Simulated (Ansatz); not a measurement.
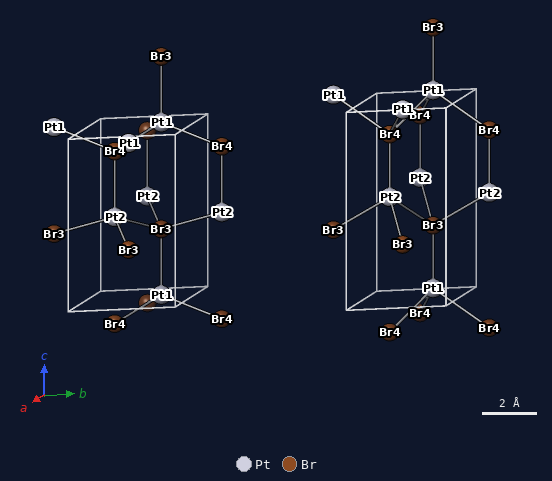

Two geometries of solid PtBr (built on the wurtzite_186 type), drawn at one scale. One is the start of a relaxation, the other its converged end. The picture is a ball-and-stick view of the cell of the calculation, seen slightly off an axis.

These are results of DFT PBE, scalar-relativistic, plane waves, PAW in Ansatz, not measurements. Set-up: plane-wave cutoff 420 eV; k-point mesh 12 × 12 × 8; occupations gaussian; smearing width 0.1 eV; no spin polarisation; cell and atoms relaxed; force threshold 0.01 eV/Å; at most 80 steps.

Which geometry has the lower energy?

The right one is the relaxed one. Case: wurtzite type (P6_3mc, No. 186). After 10 accepted moves (12 points after the start) the energy has fallen by 41.8 meV per atom. Largest force component: 0.12 eV/Å at the start, 0.0013 eV/Å at the end. The pressure goes from 3.04 to 0.00 GPa. The SCF was repeated twice at an unchanged geometry on a basis and grid sized afresh for the cell, which shifted the energy by 1.0 meV per atom at most. The largest moves relative to the cell, 0.24 Å, are those of Pt1, Pt2, Br3 and Br4. Br3 goes along −c. By element the largest moves are Br 0.24 Å, Pt 0.24 Å. The volume changes by −0.9 %, with a = b 4.144 → 3.852 Å (−7.0 %), c 6.636 → 7.615 Å (+14.8 %). Near-neighbour distances that change, for instance: Pt1–Br3 2.536 → 2.422 Å, Pt1–Br4 2.517 → 2.620 Å. Bond angles that change, for instance: Br4–Pt1–Br4 110.8° → 94.6°, Pt2–Br3–Pt2 110.8° → 94.6°, Pt1–Br3–Pt2 108.1° → 121.9°. The space group stays P6_3mc (No. 186).
